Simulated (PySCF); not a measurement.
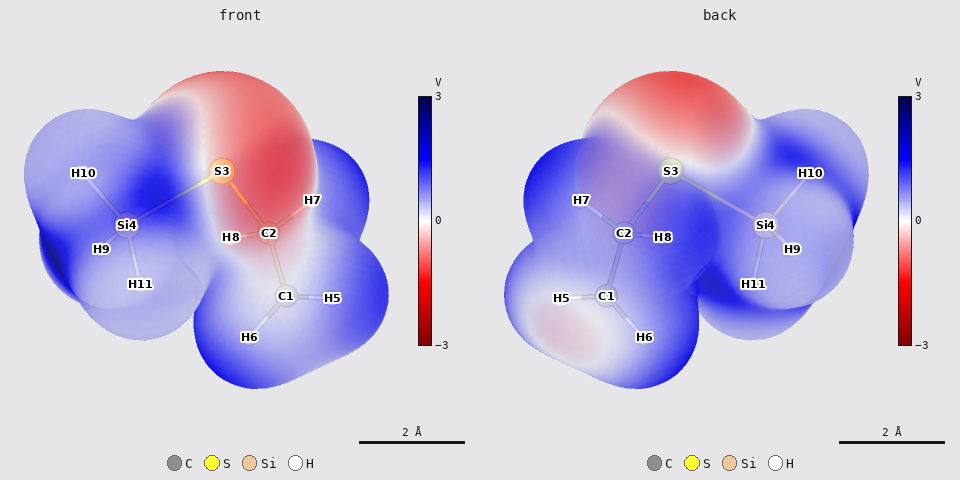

Figure. C₂H₇SSi (SMILES [CH2]CS[SiH3]) (doublet). The molecular electrostatic potential painted on the density surface at 0.004 e/bohr³, seen from the front and from behind; the colour scale runs from red (negative) to blue (positive).

Geometry: GFN2-xTB.

Level of theory: UKS B3LYP, pcH-1 on C H S Si, non-relativistic, mean-field spin-orbit, GIAO (PySCF 2.14.0, density-fitted response routines).

```xyz
11

C    -1.5687    0.5578   -0.4727
C    -1.2060   -0.4969    0.4027
S     0.4436    0.0006    1.3456
Si    1.8745   -0.0003   -0.2398
H    -2.0702    1.4285   -0.0934
H    -1.1515    0.6135   -1.4620
H    -1.8689   -0.6416    1.2495
H    -0.9390   -1.4342   -0.0744
H     1.6334   -1.1965   -1.0398
H     3.1527   -0.0290    0.4478
H     1.7055    1.2009   -1.0497
```

Describe the electrostatic potential map.

The most negative region (about −1.2 V) lies over S3, the most positive (about +2.2 V) over Si4.
